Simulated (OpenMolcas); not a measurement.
# TlI (thallium iodide): SSB-D (no dispersion term)/def2-TZVPD (core potential)

What is the vertical singlet–triplet gap of TlI (thallium iodide) at SSB-D (no dispersion term)/def2-TZVPD (core potential)? 

The results are computed with OpenMolcas 26.06.

### 1 The molecule

TlI has 2 atoms, charge 0, and is taken as a singlet. SMILES: `[I][Tl]`. Geometry: a GFN2-xTB relaxation, a rough one for these elements and not checked as a minimum.

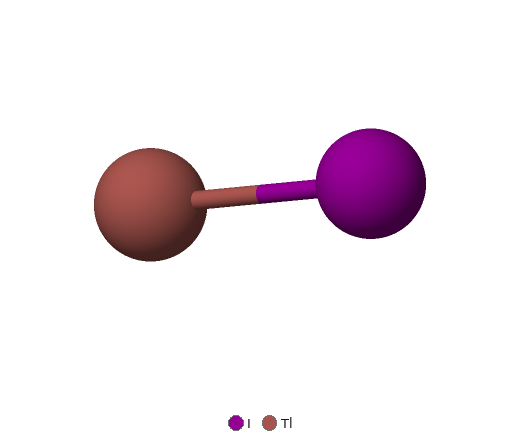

The structure, seen from a chosen angle (iodine purple, thallium brown).

### 2 The energy at SSB-D (no dispersion term)/def2-TZVPD (core potential)

geom.xyz

```xyz
2

I      0.000000     0.000000     0.000000
Tl     0.000000     0.000000     2.824060
```

job.inp

```
* ITl Kohn-Sham DFT
&GATEWAY
BasLib
$CurrDir
Coord
geom.xyz
Basis
def2-TZVPD
Group
NoSym
&SEWARD
GridInput
Grid=UltraFine
End of Grid
&SCF
KSDFT
SSBD
PrOrbitals
0
```

The basis set def2-TZVPD is read from a file made from the Basis Set Exchange's data (not shown).

The run is started by

```
$ export MOLCAS_MEM=1860
$ pymolcas job.inp > job.log
```

The log of the run:

```text
--- Start Module: gateway ---
[...]
--- Stop Module: gateway /rc=_RC_ALL_IS_WELL_ ---
--- Start Module: seward ---
[...]
      Basis functions          115
--- Stop Module: seward /rc=_RC_ALL_IS_WELL_ ---
[...]
--- Start Module: scf ---
[...]
 ###    WARNING:  Find_Functional: Dispersion corrections are                ###
 ###    not implemented!                                                     ###
 ###############################################################################
[...]
       Convergence after  14 Iterations
[...]
::    Total KS-DFT energy                            -472.2498397849
[...]
      Total spin, S                                     0.0000000000
[...]
      Total electronic charge=   46.000000
      Total            charge=   -0.000000
[...]
      Dipole Moment (debye):
      Origin of the operator (angstrom)=    0.0000    0.0000    1.7442
                   X=  1.8682E-15               Y= -2.7626E-15               Z=  4.2014E+00           Total=  4.2014E+00
      Quadrupole Moment (debye*angstrom):
[...]
--- Stop Module: scf /rc=_RC_ALL_IS_WELL_ ---
[...]
```

It took 17 s on 1 thread of Arm Neoverse V1, shared host; peak memory 0.7 GiB.

### 3 The triplet at the same level

geom.xyz is that of step 2.

job.inp

```
&GATEWAY
 BasLib=$CurrDir
 Coord=geom.xyz
 Basis=def2-TZVPD
 Group=NoSym

&SEWARD
 GridInput
 Grid=UltraFine
 End of Grid

&SCF
 UHF
 Spin=3
 KSDFT=SSBD
 PrOrbitals=0
```

The basis set def2-TZVPD is read from a file made from the Basis Set Exchange's data (not shown).

The run is started by

```
$ export MOLCAS_MEM=1860
$ pymolcas job.inp > job.log
```

The log of the run:

```text
--- Start Module: gateway ---
[...]
--- Stop Module: gateway /rc=_RC_ALL_IS_WELL_ ---
--- Start Module: seward ---
[...]
      Basis functions          115
--- Stop Module: seward /rc=_RC_ALL_IS_WELL_ ---
[...]
--- Start Module: scf ---
[...]
 ###    WARNING:  Find_Functional: Dispersion corrections are                ###
 ###    not implemented!                                                     ###
 ###############################################################################
[...]
       Convergence after  25 Iterations
[...]
::    Total KS-DFT energy                            -472.1197734232
[...]
      Total spin, S                                     1.0015824120
[...]
      Total electronic charge=   46.000000
      Total            charge=   -0.000000
[...]
      Dipole Moment (debye):
      Origin of the operator (angstrom)=    0.0000    0.0000    1.7442
                   X= -5.4255E-15               Y= -2.2805E-15               Z=  3.5281E-01           Total=  3.5281E-01
      Quadrupole Moment (debye*angstrom):
[...]
--- Stop Module: scf /rc=_RC_ALL_IS_WELL_ ---
[...]
```

It took 37 s on 1 thread of Arm Neoverse V1, shared host; peak memory 0.7 GiB.

### 4 What came out

Level: SSB-D (no dispersion term)/def2-TZVPD (core potential).

```
                                        quantity          value
                           singlet: total energy  -472.24984 Eh
                          singlet: dipole moment         4.20 D
                            singlet: HOMO energy       -6.00 eV
                            singlet: LUMO energy       -2.48 eV
                          singlet: HOMO–LUMO gap        3.52 eV
                           triplet: total energy  -472.11977 Eh
                          triplet: dipole moment         0.35 D
     triplet: HOMO energy (highest over α and β)       -2.82 eV
                                   triplet: ⟨S²⟩          2.005
vertical energy of the triplet above the singlet       3.539 eV
```

What this shows: At this shape the triplet lies 3.54 eV (341 kJ/mol) above the singlet.
